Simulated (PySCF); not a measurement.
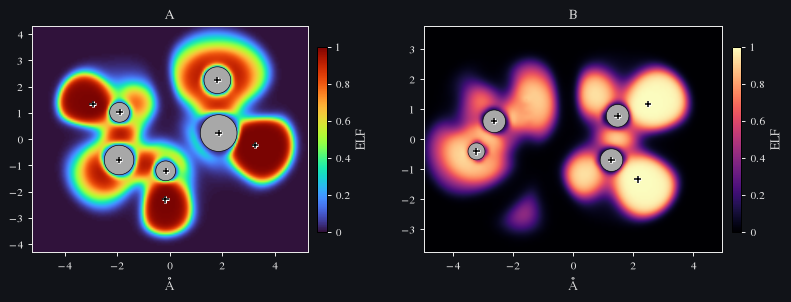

The electron localisation function of 2 systems, each on a plane through atoms (crosses mark nuclei in the plane; grey discs cover the cores).

The calculation used B3LYP/def2-SVPD, SCF density, gas phase (PySCF).

System 1: C4H9ClSSi, the plane of atoms S2, C3 and H11. Geometry: GFN2-xTB.

```xyz
16

C     2.1823    0.0709    0.6237
S     1.5839   -1.0306   -0.6908
C    -0.2128   -0.7257   -0.6732
C    -0.9085   -1.0595    0.6624
Si   -1.6178    0.7120    0.7759
Cl   -0.8981    1.8664    2.2635
C    -0.6290    0.7473   -0.8596
H     1.6388   -0.1109    1.5456
H     2.0864    1.1104    0.3237
H     3.2306   -0.1735    0.7613
H    -0.5679   -1.3563   -1.4882
H    -1.6337   -1.8631    0.5569
H    -0.2123   -1.3678    1.4401
H    -3.0645    0.8612    0.6909
H     0.2173    1.4292   -0.9048
H    -1.2023    0.8992   -1.7713
```

System 2: C4H9O2PSi, the plane of atoms C7, C8 and H17. Geometry: GFN2-xTB.

```yaml
atoms:
  - { symbol: O, position_ang: [2.8870, -0.3461, 0.3668] }
  - { symbol: C, position_ang: [2.2119, -1.1637, -0.1899] }
  - { symbol: O, position_ang: [1.0858, -0.9467, -0.8011] }
  - { symbol: Si, position_ang: [0.3259, 0.5637, -0.8874] }
  - { symbol: P, position_ang: [1.4882, 1.9232, 0.4353] }
  - { symbol: C, position_ang: [-1.3942, 0.2623, -0.1761] }
  - { symbol: C, position_ang: [-1.5368, -0.2462, 1.2345] }
  - { symbol: C, position_ang: [-1.8914, -1.1317, 0.0890] }
  - { symbol: H, position_ang: [2.4977, -2.2304, -0.2445] }
  - { symbol: H, position_ang: [0.2876, 0.7126, -2.3470] }
  - { symbol: H, position_ang: [0.7978, 3.0777, 0.0649] }
  - { symbol: H, position_ang: [2.5165, 2.1713, -0.4566] }
  - { symbol: H, position_ang: [-2.1466, 0.9732, -0.4923] }
  - { symbol: H, position_ang: [-2.3321, 0.1555, 1.8447] }
  - { symbol: H, position_ang: [-0.6362, -0.4653, 1.7905] }
  - { symbol: H, position_ang: [-1.2338, -1.9548, -0.1444] }
  - { symbol: H, position_ang: [-2.9342, -1.3428, -0.0962] }
```

**Match each panel to its system.**

Panel A is system 1, C4H9ClSSi: the plane holds C, S, Si, Cl and H. C–S (1.82 Å): the ELF peaks at about 0.95 between the atoms; localised, covalent bonding. Panel B is system 2, C4H9O2PSi: the plane holds O, C and H. C–O (1.20 Å): the ELF peaks at about 0.85 between the atoms: a multiple bond.
